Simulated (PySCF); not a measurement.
# 3-hydroxy-1-fluorobenzene: NMR shifts at several levels of theory, part 2 of 2

PySCF 2.14.0. Atoms count from 0. Earlier steps stand in the parts before.

### Step 5. Nuclear shieldings: PBE0/cc-pVDZ

Job settings and geometry (Å):

```
{"job": {"kind": "nmr", "xc": "PBE0", "basis": "cc-pVDZ", "pop": true}, "charge": 0, "multiplicity": 1}
O      2.367643    -0.232895    -0.002210
C      1.030675    -0.068642     0.008843
C      0.229300    -1.217101     0.023805
C     -1.154797    -1.087070     0.034607
C     -1.768084     0.166933     0.031345
C     -0.950536     1.288864     0.017322
F     -1.502709     2.501294     0.013250
C      0.436452     1.196988     0.006024
H      2.798307     0.628352    -0.011273
H      0.713283    -2.194600     0.026738
H     -1.775532    -1.985730     0.045771
H     -2.851906     0.285688     0.038930
H      1.031734     2.113124    -0.004884
```

Level: GIAO PBE0/cc-pVDZ NMR shielding, non-relativistic, gas phase.

Log:

```text
coarse grid: 11792 points
cycle   1  E = -406.1908203015  dE =  1.526e+00  |g| = 6.977e-01  |ddm| = 7.248e+00
cycle   2  E = -406.1259455637  dE =  6.487e-02  |g| = 9.223e-01  |ddm| = 2.496e+00
cycle   3  E = -406.2802994118  dE = -1.544e-01  |g| = 1.280e-01  |ddm| = 1.407e+00
cycle   4  E = -406.2842005320  dE = -3.901e-03  |g| = 3.710e-02  |ddm| = 2.457e-01
cycle   5  E = -406.2845161334  dE = -3.156e-04  |g| = 1.379e-02  |ddm| = 7.132e-02
cycle   6  E = -406.2845631138  dE = -4.698e-05  |g| = 3.745e-03  |ddm| = 2.557e-02
cycle   7  E = -406.2845665795  dE = -3.466e-06  |g| = 1.280e-03  |ddm| = 7.158e-03
final grid: 116920 points
cycle   8  E = -406.2906321632  dE = -2.911e-05  |g| = 8.996e-03  |ddm| = 6.933e-02
cycle   9  E = -406.2906127159  dE =  1.945e-05  |g| = 1.351e-02  |ddm| = 3.326e-02
cycle  10  E = -406.2906509658  dE = -3.825e-05  |g| = 1.048e-03  |ddm| = 1.927e-02
cycle  11  E = -406.2906511995  dE = -2.337e-07  |g| = 1.706e-04  |ddm| = 2.097e-03
cycle  12  E = -406.2906512050  dE = -5.513e-09  |g| = 6.529e-05  |ddm| = 2.867e-04
cycle  13  E = -406.2906512058  dE = -7.941e-10  |g| = 3.319e-05  |ddm| = 1.457e-04
cycle  14  E = -406.2906512061  dE = -2.939e-10  |g| = 5.384e-06  |ddm| = 5.494e-05
converged SCF energy = -406.2906512061

GIAO shielding tensors (ppm)
atom      isotropic    diamagn.    paramagn.     s11        s22        s33       span
  0 O      222.727     385.663    -162.936    170.111    243.393    254.677     84.567
  1 C       40.701     256.568    -215.867    -41.601     29.873    133.830    175.431
  2 C       87.878     255.267    -167.389      9.659     74.188    179.787    170.127
  3 C       65.869     254.236    -188.367    -34.176     47.364    184.418    218.594
  4 C       90.873     257.409    -166.536     14.665     77.866    180.089    165.424
  5 C       33.601     252.812    -219.211    -48.960     47.202    102.561    151.521
  6 F      299.657     473.531    -173.874    224.347    296.637    377.986    153.639
  7 C       96.666     261.100    -164.433     36.484     91.089    162.426    125.942
  8 H       28.029      32.790      -4.761     20.457     27.200     36.432     15.975
  9 H       24.807      30.789      -5.982     21.494     25.008     27.918      6.423
 10 H       24.163      29.890      -5.728     21.100     24.522     26.865      5.765
 11 H       24.914      29.765      -4.850     21.729     25.389     27.625      5.897
 12 H       25.403      32.460      -7.057     21.876     25.489     28.844      6.968
```

It took 14 s on 1 thread, shared host.

This run: δ C5 163.2, C1 156.1, C3 130.9, C2 108.9, H10 7.13, H9 6.48 ppm.

### Step 6. Nuclear shieldings: PBE0/cc-pVTZ

Settings changed since step 5:

```diff
@@ -1,2 +1,2 @@
-{"job": {"kind": "nmr", "xc": "PBE0", "basis": "cc-pVDZ", "pop": true}, "charge": 0, "multiplicity": 1}
+{"job": {"kind": "nmr", "xc": "PBE0", "basis": "cc-pVTZ", "pop": true}, "charge": 0, "multiplicity": 1}
 O      2.367643    -0.232895    -0.002210
```

With the program's defaults for keys left out, this is: GIAO PBE0/cc-pVTZ NMR shielding, non-relativistic, gas phase.

Log:

```text
coarse grid: 11792 points
cycle   1  E = -406.3270431453  dE =  1.482e+00  |g| = 7.191e-01  |ddm| = 8.123e+00
cycle   2  E = -406.2578149094  dE =  6.923e-02  |g| = 9.720e-01  |ddm| = 2.938e+00
cycle   3  E = -406.4168418841  dE = -1.590e-01  |g| = 1.331e-01  |ddm| = 1.744e+00
cycle   4  E = -406.4206836205  dE = -3.842e-03  |g| = 4.556e-02  |ddm| = 2.672e-01
cycle   5  E = -406.4211556966  dE = -4.721e-04  |g| = 1.418e-02  |ddm| = 7.872e-02
cycle   6  E = -406.4212004504  dE = -4.475e-05  |g| = 4.579e-03  |ddm| = 2.471e-02
cycle   7  E = -406.4212056314  dE = -5.181e-06  |g| = 1.215e-03  |ddm| = 8.080e-03
final grid: 116920 points
cycle   8  E = -406.4058142874  dE = -8.451e-05  |g| = 9.274e-03  |ddm| = 1.614e-01
cycle   9  E = -406.4057940431  dE =  2.024e-05  |g| = 1.398e-02  |ddm| = 3.249e-02
cycle  10  E = -406.4058314102  dE = -3.737e-05  |g| = 1.161e-03  |ddm| = 2.023e-02
cycle  11  E = -406.4058316277  dE = -2.175e-07  |g| = 3.069e-04  |ddm| = 2.754e-03
cycle  12  E = -406.4058316472  dE = -1.950e-08  |g| = 9.711e-05  |ddm| = 5.451e-04
cycle  13  E = -406.4058316489  dE = -1.695e-09  |g| = 5.210e-05  |ddm| = 2.300e-04
cycle  14  E = -406.4058316497  dE = -7.205e-10  |g| = 5.567e-06  |ddm| = 8.542e-05
converged SCF energy = -406.4058316497

GIAO shielding tensors (ppm)
atom      isotropic    diamagn.    paramagn.     s11        s22        s33       span
  0 O      209.377     387.730    -178.353    153.997    227.716    246.417     92.421
  1 C       24.297     250.271    -225.973    -62.665     13.962    121.595    184.261
  2 C       74.181     250.733    -176.552     -8.777     61.888    169.432    178.209
  3 C       51.445     253.730    -202.285    -55.531     33.464    176.401    231.932
  4 C       77.783     253.457    -175.674     -2.267     65.579    170.038    172.304
  5 C       16.704     244.170    -227.466    -71.033     33.081     88.064    159.097
  6 F      290.067     471.857    -181.790    209.319    293.224    367.658    158.339
  7 C       84.188     253.739    -169.550     22.258     78.922    151.385    129.126
  8 H       27.372      31.861      -4.489     19.491     26.524     36.101     16.610
  9 H       24.536      30.310      -5.774     21.462     24.473     27.672      6.210
 10 H       23.910      29.995      -6.085     20.910     24.020     26.799      5.889
 11 H       24.653      30.308      -5.656     21.678     24.916     27.363      5.685
 12 H       25.088      32.588      -7.500     22.101     24.642     28.520      6.419
```

It took 50 s on 1 thread, shared host.

This run: δ C5 170.6, C1 163.0, C3 135.8, C2 113.1, H10 7.38, H9 6.76 ppm.

### Step 7. NMR shieldings: PBE0/aug-cc-pVDZ

Settings changed since step 6:

```diff
@@ -1,2 +1,2 @@
-{"job": {"kind": "nmr", "xc": "PBE0", "basis": "cc-pVTZ", "pop": true}, "charge": 0, "multiplicity": 1}
+{"job": {"kind": "nmr", "xc": "PBE0", "basis": "aug-cc-pVDZ", "pop": true}, "charge": 0, "multiplicity": 1}
 O      2.367643    -0.232895    -0.002210
```

Method: GIAO PBE0/aug-cc-pVDZ NMR shielding, non-relativistic, gas phase.

Log:

```text
coarse grid: 11792 points
cycle   1  E = -406.2245900301  dE =  1.518e+00  |g| = 6.614e-01  |ddm| = 1.789e+01
cycle   2  E = -406.1573877472  dE =  6.720e-02  |g| = 8.999e-01  |ddm| = 4.520e+00
cycle   3  E = -406.3072031430  dE = -1.498e-01  |g| = 1.268e-01  |ddm| = 2.051e+00
cycle   4  E = -406.3109279120  dE = -3.725e-03  |g| = 3.869e-02  |ddm| = 4.552e-01
cycle   5  E = -406.3112776745  dE = -3.498e-04  |g| = 1.287e-02  |ddm| = 1.442e-01
cycle   6  E = -406.3113163202  dE = -3.865e-05  |g| = 4.330e-03  |ddm| = 5.165e-02
cycle   7  E = -406.3113212191  dE = -4.899e-06  |g| = 1.116e-03  |ddm| = 1.409e-02
final grid: 116920 points
cycle   8  E = -406.3174412418  dE = -3.851e-05  |g| = 8.813e-03  |ddm| = 6.033e-01
cycle   9  E = -406.3174208788  dE =  2.036e-05  |g| = 1.355e-02  |ddm| = 8.107e-02
cycle  10  E = -406.3174590176  dE = -3.814e-05  |g| = 1.101e-03  |ddm| = 3.315e-02
cycle  11  E = -406.3174592673  dE = -2.497e-07  |g| = 2.362e-04  |ddm| = 5.031e-03
cycle  12  E = -406.3174592781  dE = -1.084e-08  |g| = 9.576e-05  |ddm| = 1.013e-03
cycle  13  E = -406.3174592801  dE = -1.962e-09  |g| = 4.513e-05  |ddm| = 4.425e-04
cycle  14  E = -406.3174592806  dE = -5.555e-10  |g| = 5.818e-06  |ddm| = 1.628e-04
converged SCF energy = -406.3174592806

GIAO shielding tensors (ppm)
atom      isotropic    diamagn.    paramagn.     s11        s22        s33       span
  0 O      222.412     382.039    -159.627    171.714    237.642    257.879     86.165
  1 C       39.837     208.207    -168.370    -41.813     29.846    131.478    173.291
  2 C       86.761     234.447    -147.686      7.586     74.058    178.638    171.052
  3 C       65.283     225.334    -160.051    -35.618     47.862    183.606    219.224
  4 C       90.014     225.962    -135.948     14.114     77.515    178.413    164.299
  5 C       33.124     250.249    -217.125    -48.757     47.776    100.354    149.111
  6 F      304.661     457.048    -152.387    230.005    304.569    379.409    149.404
  7 C       95.752     219.589    -123.838     37.277     89.341    160.637    123.360
  8 H       27.555      34.374      -6.819     19.779     26.796     36.089     16.310
  9 H       24.553      34.998     -10.445     21.555     24.407     27.698      6.143
 10 H       23.963      36.444     -12.481     21.099     23.956     26.834      5.735
 11 H       24.656      36.508     -11.852     21.739     24.815     27.414      5.675
 12 H       25.066      40.064     -14.997     22.189     24.545     28.465      6.277
```

It took 32 s on 1 thread, shared host.

Key values: δ C5 162.0, C1 155.3, C3 129.8, C2 108.4, H10 7.43, H9 6.84 ppm.

### Step 8. Shielding tensors: PBE0/IGLO-III

Settings changed since step 7:

```diff
@@ -1,2 +1,2 @@
-{"job": {"kind": "nmr", "xc": "PBE0", "basis": "aug-cc-pVDZ", "pop": true}, "charge": 0, "multiplicity": 1}
+{"job": {"kind": "nmr", "xc": "PBE0", "basis": "IGLO-III", "pop": true}, "charge": 0, "multiplicity": 1}
 O      2.367643    -0.232895    -0.002210
```

Method: GIAO PBE0/IGLO-III NMR shielding, non-relativistic, gas phase.

Log:

```text
coarse grid: 11792 points
cycle   1  E = -406.3339655627  dE =  1.487e+00  |g| = 7.248e-01  |ddm| = 2.626e+00
cycle   2  E = -406.2571776617  dE =  7.679e-02  |g| = 9.949e-01  |ddm| = 8.657e-01
cycle   3  E = -406.4240072420  dE = -1.668e-01  |g| = 1.358e-01  |ddm| = 5.281e-01
cycle   4  E = -406.4277853149  dE = -3.778e-03  |g| = 5.209e-02  |ddm| = 9.977e-02
cycle   5  E = -406.4284087988  dE = -6.235e-04  |g| = 1.437e-02  |ddm| = 3.237e-02
cycle   6  E = -406.4284540815  dE = -4.528e-05  |g| = 4.940e-03  |ddm| = 9.501e-03
cycle   7  E = -406.4284601720  dE = -6.090e-06  |g| = 1.273e-03  |ddm| = 3.031e-03
final grid: 116920 points
cycle   8  E = -406.4271538663  dE = -1.176e-04  |g| = 8.806e-03  |ddm| = 7.833e-02
cycle   9  E = -406.4271363735  dE =  1.749e-05  |g| = 1.300e-02  |ddm| = 1.002e-02
cycle  10  E = -406.4271693214  dE = -3.295e-05  |g| = 1.309e-03  |ddm| = 5.733e-03
cycle  11  E = -406.4271695844  dE = -2.630e-07  |g| = 3.660e-04  |ddm| = 8.887e-04
cycle  12  E = -406.4271696125  dE = -2.814e-08  |g| = 9.484e-05  |ddm| = 2.284e-04
cycle  13  E = -406.4271696139  dE = -1.389e-09  |g| = 5.410e-05  |ddm| = 7.823e-05
cycle  14  E = -406.4271696147  dE = -7.672e-10  |g| = 5.594e-06  |ddm| = 3.401e-05
converged SCF energy = -406.4271696147

GIAO shielding tensors (ppm)
atom      isotropic    diamagn.    paramagn.     s11        s22        s33       span
  0 O      205.528     385.539    -180.010    151.205    221.629    243.752     92.547
  1 C       16.324     253.215    -236.891    -74.271      7.620    115.623    189.895
  2 C       66.870     254.836    -187.966    -19.286     54.247    165.650    184.936
  3 C       44.020     251.808    -207.789    -66.700     25.988    172.772    239.472
  4 C       70.553     255.731    -185.178    -12.646     58.149    166.156    178.802
  5 C        8.700     253.193    -244.493    -82.133     26.496     81.738    163.872
  6 F      289.666     468.609    -178.943    212.375    289.995    366.628    154.252
  7 C       76.735     257.323    -180.588     12.419     70.705    147.082    134.663
  8 H       27.510      30.796      -3.286     19.541     26.826     36.163     16.622
  9 H       24.567      30.632      -6.065     21.449     24.479     27.774      6.325
 10 H       23.981      29.662      -5.680     20.941     24.085     26.918      5.976
 11 H       24.677      29.584      -4.907     21.665     24.888     27.477      5.812
 12 H       25.060      31.822      -6.761     22.061     24.559     28.561      6.500
```

Wall time 53 s (1 thread, shared host).

In short: δ C5 175.1, C1 167.5, C3 139.8, C2 116.9, H10 7.39, H9 6.81 ppm.

### Step 9. Run by run: NMR shifts

Shifts (ppm) of some atoms, chosen among heavy atoms and hydrogens apart, with basis size and wall time (the measured row can stand on another reference than the computed rows):

```tsv
run	C5	C1	C3	H12	H8	O0	F6	functions	time
PBE0/def2-SVP	162.8	154.7	129.7	5.92	3.51	120.1	-89.7	137	13 s
PBE0/def2-TZVP	171.9	164.4	136.7	6.22	3.71	123.1	-111.9	278	44 s
PBE0/cc-pVDZ	163.2	156.1	130.9	5.89	3.26	120.6	-98.7	137	14 s
PBE0/cc-pVTZ	170.6	163.0	135.8	6.20	3.92	125.5	-107.5	310	50 s
PBE0/aug-cc-pVDZ	162.0	155.3	129.8	6.33	3.84	113.5	-110.5	229	32 s
PBE0/IGLO-III	175.1	167.5	139.8	6.31	3.86	121.7	-115.0	330	53 s
measured	–	–	–	–	–	–	-112.2	–	–
```

Measured: G. Saielli, R. Bini, A. Bagno, Computational 19F NMR. 2. Organic compounds, RSC Adv. 2014, ESI (exp. from Berger-Braun-Kalinowski 1994 and Everett 1995).

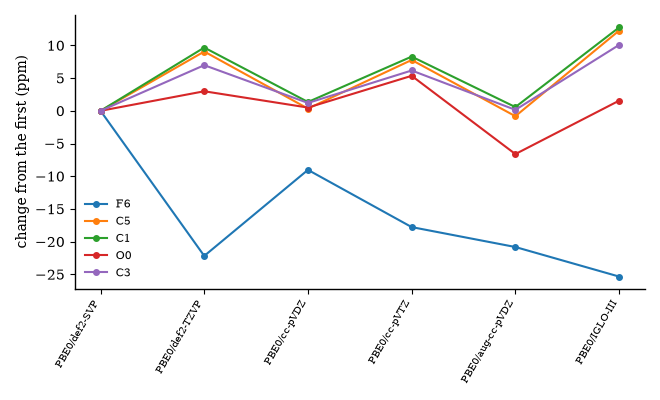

How five of the tabulated atoms move from run to run.

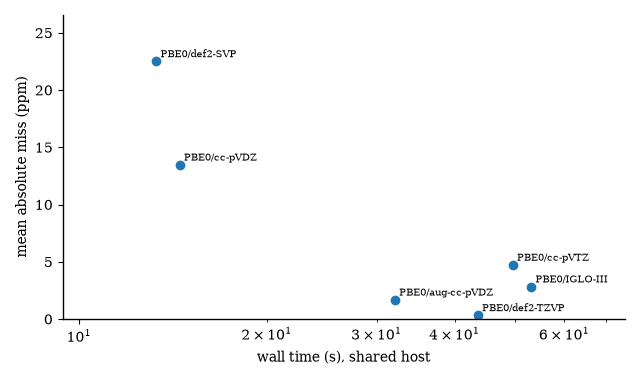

Cost against miss for the one measured 19F shift.

### Step 10. Outcome

The summary covers parts 1 to 2.

| quantity | value |
| --- | --- |
| point group | Cs |
| rotational constants (main isotopes) | 3.76, 1.80, 1.22 GHz |
| 13C shifts against TMS (PBE0/def2-SVP) | 162.8, 154.7, 129.7, 107.9, 104.4, 98.3 ppm |
| 1H shifts against TMS (PBE0/def2-SVP) | 7.10, 6.50, 6.34, 5.92, 3.51 ppm |
| 17O shifts against H2O (PBE0/def2-SVP) | 120.1 ppm |
| 19F shifts against CFCl3 (PBE0/def2-SVP) | -89.7 ppm |
| measured, and computed on the same scale | F6 δ -112.2, -89.7 ppm |
| range of the shift of F6 | -115.0 to -89.7 ppm |

**Reading.** Single values in the summary come from the first run of each kind that ended normally (PBE0/def2-SVP), which need not be the best level. The optimisation took 3 steps and gained 0.033 eV; among the close pairs (by a distance rule), C5–F6 changed most, from 1.350 to 1.332 Å. At PBE0/def2-SVP: The widest tensor belongs to C3: span 221 ppm, with a paramagnetic part of -189 ppm. The one measured 19F shift is missed by +22.5 ppm (computed less measured, unscaled). Vibration, temperature and solvent are missing from the calculation, and it holds one conformer, so part of the miss against the measured shifts is not the functional's. In ppm, F6 moves most: its shift spreads over 25.3 ppm, from -115.0 (PBE0/IGLO-III) to -89.7 (PBE0/def2-SVP). For the one measured 19F shift, PBE0/def2-TZVP misses least (0.32 ppm, 44 s) and PBE0/def2-SVP most (22.51 ppm, 13 s). One molecule ranks no method: errors cancel, and vibration and temperature are missing from all runs.
